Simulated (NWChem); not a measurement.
# C5H5NO (SMILES Oc1ccccn1) at 4 levels

Wanted: a comparison of 4 runs (HF/STO-3G, HF/3-21G, B3LYP/6-31G*) of C5H5NO. 

Program for the calculation: NWChem 7.3.0.

**1. The system as given**

C5H5NO has 12 atoms, charge 0, and is taken as a singlet. SMILES: `Oc1ccccn1`. Geometry: relaxed at PBE0-D4/def2-TZVP. This is one conformer, not always the lowest.

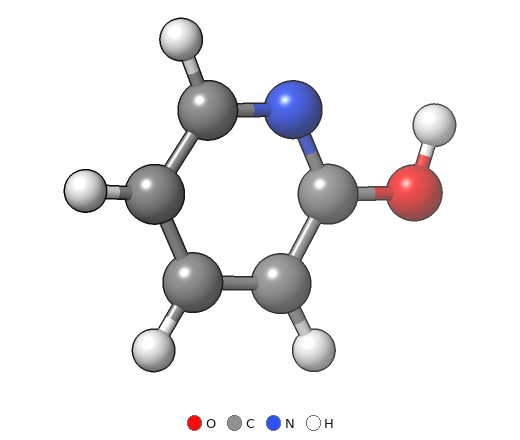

Viewed from a chosen angle; oxygen red, carbon grey, nitrogen blue, hydrogen white.

**2. Energy and gradient at HF/STO-3G (run 1)**

The input, test.xyz:

```xyz
12
C5H5NO hf
O      0.919900    -2.333600     0.131900
C      0.406600    -1.098000     0.021300
C      0.730900    -0.148300     0.989700
C      0.188600     1.110800     0.849200
C     -0.645200     1.384200    -0.230600
C     -0.895400     0.364000    -1.127100
N     -0.381500    -0.859200    -1.009400
H      0.581600    -2.832600    -0.623000
H      1.384600    -0.411700     1.810600
H      0.413500     1.880700     1.578600
H     -1.087400     2.361900    -0.370900
H     -1.539400     0.526400    -1.986400
```

The input, run.py:

```python
from ase.io import read
from ase.calculators.nwchem import NWChem

molecule = read('test.xyz')

calc = NWChem(
    label='test',
    theory='scf',
    memory='2200 mb',
    basis='STO-3G',
    basispar='spherical bse',
    scf={'nopen': '0', 'rhf': None, 'thresh': '1e-08', 'maxiter': '80', 'print': 'low'},
)
molecule.calc = calc

forces = molecule.get_forces()
print(f"energy = {molecule.get_potential_energy():.6f} eV")
print("forces (eV/A):")
for s, f in zip(molecule.symbols, forces):
    print(f"{s:2s} {f[0]:10.5f} {f[1]:10.5f} {f[2]:10.5f}")
```

Launch:

```
$ export ASE_NWCHEM_COMMAND="nwchem PREFIX.nwi > PREFIX.nwo"
$ python run.py
```

Output:

```text
energy = -8639.246876 eV
forces (eV/A):
O     1.55809   -1.63491    1.43349
C     0.16517    1.49469    1.01903
C     0.06613    0.48311    0.34818
C     0.14172    0.02751    0.22034
C    -0.08361    0.14300   -0.04834
C    -0.44578    1.20610   -0.02715
N    -0.76850   -1.15422   -1.72531
H    -0.56472   -0.60025   -1.13920
H    -0.05713    0.03008   -0.06767
H    -0.01553    0.01867   -0.01296
H     0.05790   -0.08120    0.04335
H    -0.05374    0.06741   -0.04386
```

The calculator wrote test.nwi:

```
title "test"

permanent_dir test

scratch_dir test

start test

geometry units angstrom nocenter noautosym noautoz
  O  9.1990000000000005e-01 -2.3336000000000001e+00 1.3189999999999999e-01
  C  4.0660000000000002e-01 -1.0980000000000001e+00 2.1299999999999999e-02
  C  7.3089999999999999e-01 -1.4829999999999999e-01 9.8970000000000002e-01
  C  1.8859999999999999e-01 1.1108000000000000e+00 8.4919999999999995e-01
  C  -6.4520000000000000e-01 1.3842000000000001e+00 -2.3060000000000000e-01
  C  -8.9539999999999997e-01 3.6399999999999999e-01 -1.1271000000000000e+00
  N  -3.8150000000000001e-01 -8.5919999999999996e-01 -1.0094000000000001e+00
  H  5.8160000000000001e-01 -2.8325999999999998e+00 -6.2300000000000000e-01
  H  1.3846000000000001e+00 -4.1170000000000001e-01 1.8106000000000000e+00
  H  4.1349999999999998e-01 1.8807000000000000e+00 1.5786000000000000e+00
  H  -1.0873999999999999e+00 2.3618999999999999e+00 -3.7090000000000001e-01
  H  -1.5394000000000001e+00 5.2639999999999998e-01 -1.9863999999999999e+00
end

memory 2200 mb

basis spherical bse noprint
   * library STO-3G
end

scf
  nopen 0
  rhf
  thresh 1e-08
  maxiter 80
  print low
end

task scf gradient
```

test.nwo:

```text
Northwest Computational Chemistry Package (NWChem) 7.3.0
             --------------------------------------------------------

           Job information
           ---------------

    nwchem branch   = 7.3.0
    use scalapack   = T
    input           = test.nwi
    prefix          = test.
    data base       = test/test.db
    status          = startup
    nproc           =        1

           Memory information
           ------------------

    heap     =     72089596 doubles =      550.0 Mbytes
    stack    =     72089601 doubles =      550.0 Mbytes
    global   =    144179200 doubles =     1100.0 Mbytes (distinct from heap & stack)
    total    =    288358397 doubles =     2200.0 Mbytes
    verify   = yes
    hardfail = no

           Directory information
           ---------------------

  0 permanent = test
  0 scratch   = test

                                NWChem Input Module
                                -------------------

                                       test
                                       ----

[... 26 lines left out ...]
            Nuclear Dipole moment (a.u.)
[... 58 lines left out ...]
                                       test

  ao basis        = "ao basis"
  functions       =    40
  atoms           =    12
  closed shells   =    25
  open shells     =     0
  charge          =   0.00
  wavefunction    = RHF
  input vectors   = atomic
  output vectors  = test/test.movecs
  use symmetry    = F
  symmetry adapt  = F

 Forming initial guess at       0.0s

 Starting SCF solution at       0.1s

       Final RHF  results
       ------------------

         Total SCF energy =   -317.486469397650
      One-electron energy =   -983.164149503379
      Two-electron energy =    388.553740470041
 Nuclear repulsion energy =    277.123939635688

        Time for solution =      4.9s

                              NWChem Gradients Module
                              -----------------------

                         RHF ENERGY GRADIENTS

    atom               coordinates                        gradient
                 x          y          z           x          y          z
   1 O       1.738359  -4.409865   0.249255   -0.030300   0.031794  -0.027877
   2 C       0.768363  -2.074919   0.040251   -0.003212  -0.029067  -0.019817
   3 C       1.381201  -0.280246   1.870262   -0.001286  -0.009395  -0.006771
[... 8 lines of this table left out ...]
  12 H      -2.909044   0.994752  -3.753752    0.001045  -0.001311   0.000853

 Task  times  cpu:        5.7s     wall:        5.7s
 Total times  cpu:        5.7s     wall:        5.7s
```

It took 6.9 s on 1 thread of Intel Xeon at 2.60GHz (Ice Lake), shared host; peak memory 0.099 GiB.

**3. Energy and forces at HF/3-21G (run 2)**

The input, test.nw:

```
start test
title "C5H5NO gradient"
memory stack 880 mb heap 220 mb global 1100 mb

geometry units angstrom noautosym nocenter noautoz
  O        0.919900      -2.333600       0.131900
  C        0.406600      -1.098000       0.021300
  C        0.730900      -0.148300       0.989700
  C        0.188600       1.110800       0.849200
  C       -0.645200       1.384200      -0.230600
  C       -0.895400       0.364000      -1.127100
  N       -0.381500      -0.859200      -1.009400
  H        0.581600      -2.832600      -0.623000
  H        1.384600      -0.411700       1.810600
  H        0.413500       1.880700       1.578600
  H       -1.087400       2.361900      -0.370900
  H       -1.539400       0.526400      -1.986400
end

basis spherical bse
  * library 3-21G
end

scf
  thresh 1e-08
  maxiter 80
  noprint "final vectors analysis"
end

task scf gradient
```

Launch:

```
$ nwchem test.nw > test.out
```

Output:

```text
[...]
  functions       =    73
[...]
  wavefunction    = RHF
[...]
         Total SCF energy =   -319.766272950782
      One-electron energy =   -983.065053417089
      Two-electron energy =    386.174840830619
 Nuclear repulsion energy =    277.123939635688
        Time for solution =      6.3s
[...]
                         RHF ENERGY GRADIENTS
    atom               coordinates                        gradient
                 x          y          z           x          y          z
   1 O       1.738359  -4.409865   0.249255   -0.000066   0.009969   0.005098
   2 C       0.768363  -2.074919   0.040251    0.000511  -0.014997  -0.007064
   3 C       1.381201  -0.280246   1.870262   -0.001382  -0.000236  -0.002155
   4 C       0.356402   2.099108   1.604755   -0.003352  -0.002906  -0.006389
   5 C      -1.219251   2.615759  -0.435771    0.004486  -0.003720   0.004644
   6 C      -1.692061   0.687860  -2.129910    0.011409  -0.009530   0.011773
   7 N      -0.720930  -1.623653  -1.907489   -0.005893  -0.003665  -0.010538
   8 H       1.099065  -5.352838  -1.177299   -0.003696   0.010050  -0.000199
   9 H       2.616515  -0.778000   3.421538    0.006494  -0.001230   0.008868
  10 H       0.781402   3.554008   2.983121    0.002065   0.006460   0.006378
  11 H      -2.054888   4.463344  -0.700899   -0.003931   0.008838  -0.001183
[...]
```

Run time: 7.8 s. Hardware: 1 thread of Intel Xeon at 2.60GHz (Ice Lake), shared host; peak memory 0.098 GiB.

Run 3 isn't shown in full; the table further down has it.

**4. Energy and forces at B3LYP/6-31G(d) (spherical functions) (run 4)**

The input, run.py:

```python
from ase import Atoms
from ase.calculators.nwchem import NWChem

system = Atoms(['O', 'C', 'C', 'C', 'C', 'C', 'N', 'H', 'H', 'H', 'H', 'H'], positions=[
    [0.919900, -2.333600, 0.131900],
    [0.406600, -1.098000, 0.021300],
    [0.730900, -0.148300, 0.989700],
    [0.188600, 1.110800, 0.849200],
    [-0.645200, 1.384200, -0.230600],
    [-0.895400, 0.364000, -1.127100],
    [-0.381500, -0.859200, -1.009400],
    [0.581600, -2.832600, -0.623000],
    [1.384600, -0.411700, 1.810600],
    [0.413500, 1.880700, 1.578600],
    [-1.087400, 2.361900, -0.370900],
    [-1.539400, 0.526400, -1.986400],
])

calc = NWChem(
    label='sp',
    theory='dft',
    memory='2200 mb',
    basis='6-31G*',
    basispar='spherical bse',
    dft={'xc': 'b3lyp', 'mult': '1', 'grid': 'fine', 'convergence': 'energy 1e-08', 'iterations': '100', 'mulliken': None},
)
system.calc = calc

forces = system.get_forces()
e = system.get_potential_energy()
print(f"E = {e:.6f} eV")
print("forces (eV/A):")
for s, f in zip(system.symbols, forces):
    print(f"{s:2s} {f[0]:10.5f} {f[1]:10.5f} {f[2]:10.5f}")
print("dipole (e A):", system.get_dipole_moment().round(4))
```

Launch:

```
$ export ASE_NWCHEM_COMMAND="nwchem PREFIX.nwi > PREFIX.nwo"
$ python run.py
```

Output:

```text
E = -8803.118413 eV
forces (eV/A):
O     0.36947   -0.30509    0.38232
C     0.09194   -0.00468    0.13334
C     0.24446   -0.09462    0.30925
C     0.07749    0.30596    0.27130
C    -0.16347    0.38340   -0.04037
C    -0.26122    0.13205   -0.31439
N    -0.18676   -0.36309   -0.46218
H    -0.14383   -0.21186   -0.32077
H     0.05713   -0.03080    0.06798
H     0.02016    0.07549    0.06885
H    -0.04232    0.09888   -0.01018
H    -0.06309    0.01435   -0.08510
dipole (e A): [-0.0482  0.2238  0.0456]
```

The calculator wrote sp.nwi:

```
title "sp"

permanent_dir sp

scratch_dir sp

start sp

geometry units angstrom nocenter noautosym noautoz
  O  9.1990000000000005e-01 -2.3336000000000001e+00 1.3189999999999999e-01
  C  4.0660000000000002e-01 -1.0980000000000001e+00 2.1299999999999999e-02
  C  7.3089999999999999e-01 -1.4829999999999999e-01 9.8970000000000002e-01
  C  1.8859999999999999e-01 1.1108000000000000e+00 8.4919999999999995e-01
  C  -6.4520000000000000e-01 1.3842000000000001e+00 -2.3060000000000000e-01
  C  -8.9539999999999997e-01 3.6399999999999999e-01 -1.1271000000000000e+00
  N  -3.8150000000000001e-01 -8.5919999999999996e-01 -1.0094000000000001e+00
  H  5.8160000000000001e-01 -2.8325999999999998e+00 -6.2300000000000000e-01
  H  1.3846000000000001e+00 -4.1170000000000001e-01 1.8106000000000000e+00
  H  4.1349999999999998e-01 1.8807000000000000e+00 1.5786000000000000e+00
  H  -1.0873999999999999e+00 2.3618999999999999e+00 -3.7090000000000001e-01
  H  -1.5394000000000001e+00 5.2639999999999998e-01 -1.9863999999999999e+00
end

memory 2200 mb

basis spherical bse noprint
   * library 6-31G*
end

dft
  xc b3lyp
  mult 1
  grid fine
  convergence energy 1e-08
  iterations 100
  mulliken
end

task dft gradient
```

sp.nwo, shortened:

```text
[...]
         Total DFT energy =     -323.508637336973
[...]
  wavefunction    = closed shell
                         DFT ENERGY GRADIENTS
    atom               coordinates                        gradient
                 x          y          z           x          y          z
   1 O       1.738359  -4.409865   0.249255   -0.007185   0.005933  -0.007435
   2 C       0.768363  -2.074919   0.040251   -0.001788   0.000091  -0.002593
   3 C       1.381201  -0.280246   1.870262   -0.004754   0.001840  -0.006014
[... 8 lines of this table left out ...]
  12 H      -2.909044   0.994752  -3.753752    0.001227  -0.000279   0.001655
[...]
```

Wall time 42 s (1 thread of Intel Xeon at 2.60GHz (Ice Lake), shared host); peak memory 0.12 GiB.

**5. Overview of the runs**

```
run                               level  Cartesian functions  iteration cap  energy (Eh)  largest force (eV/Å)  wall time
  1                           HF/STO-3G                   no             80  -317.486469                 2.675      6.9 s
  2                            HF/3-21G                   no             80  -319.766273                 0.975      7.8 s
  3  B3LYP/6-31G* (Cartesian functions)                  yes            100  -323.515097                 0.621       43 s
  4  B3LYP/6-31G* (spherical functions)                   no            100  -323.508637                 0.617       42 s
```

**6. Summary of results**

```
                       quantity          value
            run 4: total energy  -323.50864 Eh
           run 4: dipole moment         1.12 D
             run 4: HOMO energy       -6.38 eV
             run 4: LUMO energy       -0.51 eV
           run 4: HOMO–LUMO gap        5.87 eV
run 4: largest force on an atom     0.617 eV/Å
```

**Reading.** In run 1 the basis is minimal, so the values are rough. All runs together took 99 s, the longest 43 s.
